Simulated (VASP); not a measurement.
Band structure of RuSi (B20). Computed with r2SCAN meta-GGA, VASP's PBE PAW potentials (set 64) (plane waves; VASP).

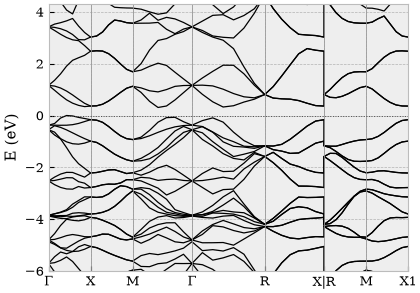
Figure. Bands along high-symmetry lines, zero at the valence-band maximum or, without a gap, the Fermi level

**Question.** Read the plot: is there a gap, and where are the band edges?

**Answer.** The gap is indirect, 0.31 eV, from the valence maximum at Γ-X at 0.43 to the conduction minimum at M-Γ at 0.43.

The compound is RuSi in the B20 structure. It was relaxed first.
